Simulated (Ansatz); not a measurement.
# C3H10GeSSi (SMILES C=[CH][GeH2][S][SiH2]C): what the fields show

Input file:

```
crystal:
  periodic: [false, false, false]
  atoms:
    - symbol: C
      position_ang: [1.825239, 0.770662, 2.221043]
    - symbol: C
      position_ang: [0.502611, 0.946101, 2.349665]
    - symbol: C
      position_ang: [0.518201, -0.410184, -1.456511]
    - symbol: Ge
      position_ang: [-0.768192, -0.495628, 2.107969]
    - symbol: S
      position_ang: [-2.211008, 0.004427, 0.466449]
    - symbol: Si
      position_ang: [-0.859738, 0.786580, -1.024492]
    - symbol: H
      position_ang: [2.535762, 1.596385, 2.351394]
    - symbol: H
      position_ang: [2.260529, -0.208421, 1.982734]
    - symbol: H
      position_ang: [0.111327, 1.945940, 2.581213]
    - symbol: H
      position_ang: [0.015286, -1.779279, 1.778739]
    - symbol: H
      position_ang: [-1.663016, -0.701691, 3.338011]
    - symbol: H
      position_ang: [-0.279146, 2.091579, -0.583581]
    - symbol: H
      position_ang: [-1.734469, 1.032376, -2.208819]
    - symbol: H
      position_ang: [0.109501, -1.388683, -1.753241]
    - symbol: H
      position_ang: [1.115275, -0.013505, -2.294384]
    - symbol: H
      position_ang: [1.197680, -0.562741, -0.603306]
basis:
  gaussian:
    orbitals: def2-SVPD
hamiltonian:
  xc: pbe0
total_charge: 0
output:
  forces: true
  orbitals: {seedname: orbitals}
```

Run with:

```sh
ansatz run input.yaml --threads 4 --pin off --max-ram 7830MiB --events-out events.jsonl --progress --plain --runs-dir runs
```

Geometry: r2SCAN-D4/def2-SVP.

Computed with Ansatz 0.2.0, isolated molecule in a Gaussian basis; Kohn-Sham density functional theory, functional PBE0.

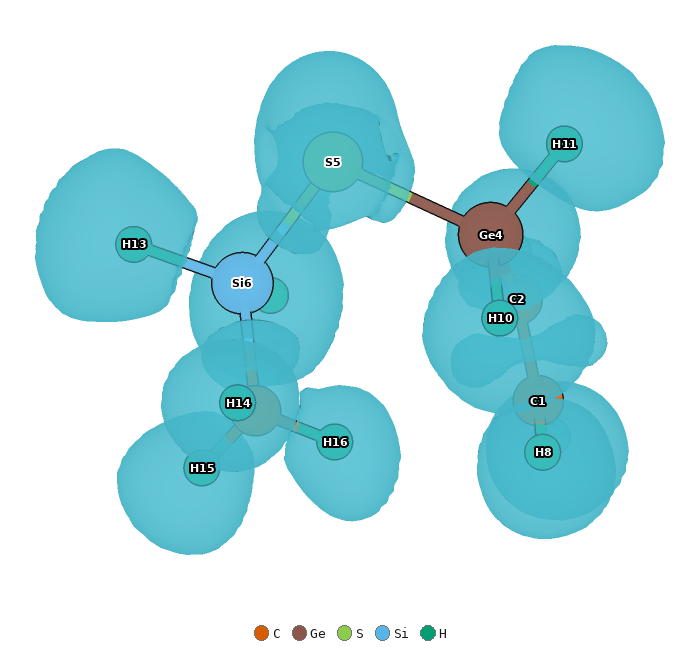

Figure 1. Isosurface of the electron localisation function at 0.8 (cyan), seen at a tilt. Only the valence region is drawn (cores and ρ < 0.01 e/Å³ removed).

### Describe the localisation domains.

The surface consists of one region between bonded C–C atoms (shared pairs), one region between bonded C–Si atoms (shared pairs), ten regions around hydrogen nuclei, one lobe of the valence shell of C pointing towards Ge (polar bonds) and one region on S in which the atom's valence shell and bonds are merged.


C–C (1.34 Å): the ELF peaks at about 0.95 between the atoms (a multiple bond). C–Si (1.88 Å): the ELF peaks at about 0.95 between the atoms (localised, covalent bonding).

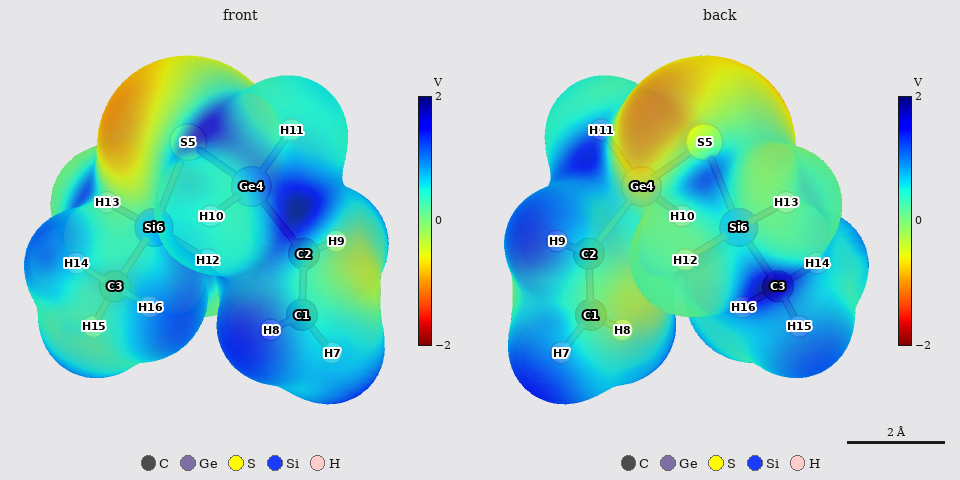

Figure 2. The molecular electrostatic potential painted on the density surface at 0.004 e/bohr³, seen from the front and from behind; red is negative and blue positive.

### Where is the surface potential most negative and most positive?

The most negative region (about −1.1 V) lies over S5, the most positive (about +1.8 V) over Ge4 and Si6.

### How polar is the molecule by this calculation?

Its dipole moment is 2.43 D.

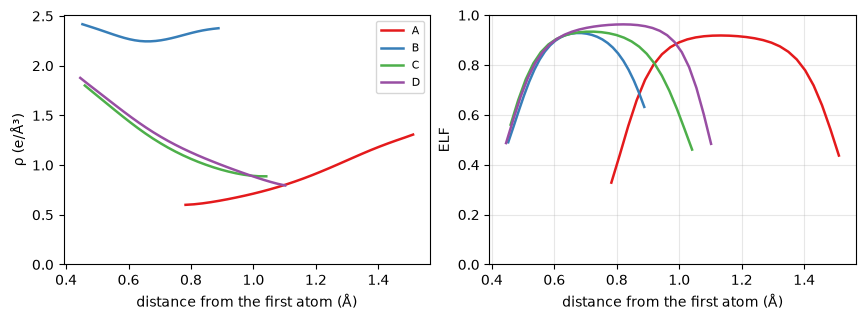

Figure 3. Total electron density and electron localisation function along straight lines between neighbouring atoms. The curves leave out the atomic cores.

### Which curve belongs to which contact (C–C, C–Ge, C–Si and Si–S)? The first atom named is at distance zero.

Curve A: Si–S (2.16 Å): ρ is about 0.78 e/Å³ halfway; the ELF peaks at about 0.90 between the atoms; a covalent bond. Curve B: C–C (1.34 Å): ρ at the midpoint is about 2.2 e/Å³; the ELF peaks at about 0.95 between the atoms: a short, multiple covalent bond. Curve C: C–Ge (1.94 Å): ρ at the midpoint is about 0.9 e/Å³; the ELF peaks at about 0.95 in the valence shell of C, 0.7 Å from its nucleus, and is about 0.70 at the midpoint. Curve D: C–Si (1.88 Å): ρ is about 0.95 e/Å³ halfway; the ELF peaks at about 0.95 between the atoms; a shared electron pair.
